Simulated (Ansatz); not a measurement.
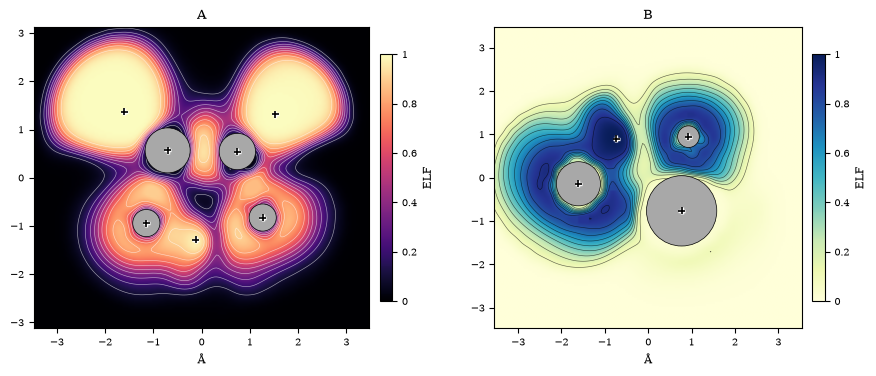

The ELF of 2 systems, each on a plane through atoms (crosses mark nuclei in the plane; grey discs cover the cores).

Method: RKS PBE/def2-SVP (Ansatz).

System 1: AlClF3H, the plane of atoms F2, Al1 and Cl5. 

```xyz
6

Al    0.0102   -0.1082    0.0586
F     0.0143    0.1949    1.7499
F     1.4456    0.1440   -0.7451
F    -1.4485    0.0665   -0.7237
Cl    0.0781   -2.4257    0.8849
H     0.0592   -1.4723    1.8456
```

System 2: CH5BO2, the plane of atoms C3, B2 and H6. 

```xyz
9

O    -1.4023    0.5241   -0.5314
B    -0.0072    0.9315    0.0631
C     0.6273   -0.3109    0.4402
O    -0.2605   -1.4625    0.2381
H    -2.1291    0.8569    0.0304
H     0.2265    2.1170    0.0738
H     1.5902   -0.5761    0.8989
H    -1.2386   -0.5174   -0.3034
H     0.1212   -2.0237   -0.4665
```

Match each panel to its system.

Panel A is system 2, CH5BO2: the plane holds O, B, C and H. C–B (1.45 Å): the ELF peaks at about 0.95 between the atoms: localised, covalent bonding. Panel B is system 1, AlClF3H: the plane holds Al, F, Cl and H. Al–Cl (2.46 Å): the ELF peaks at about 0.85 in the valence shell of Cl, 0.8 Å from its nucleus, and is about 0.70 at the midpoint.
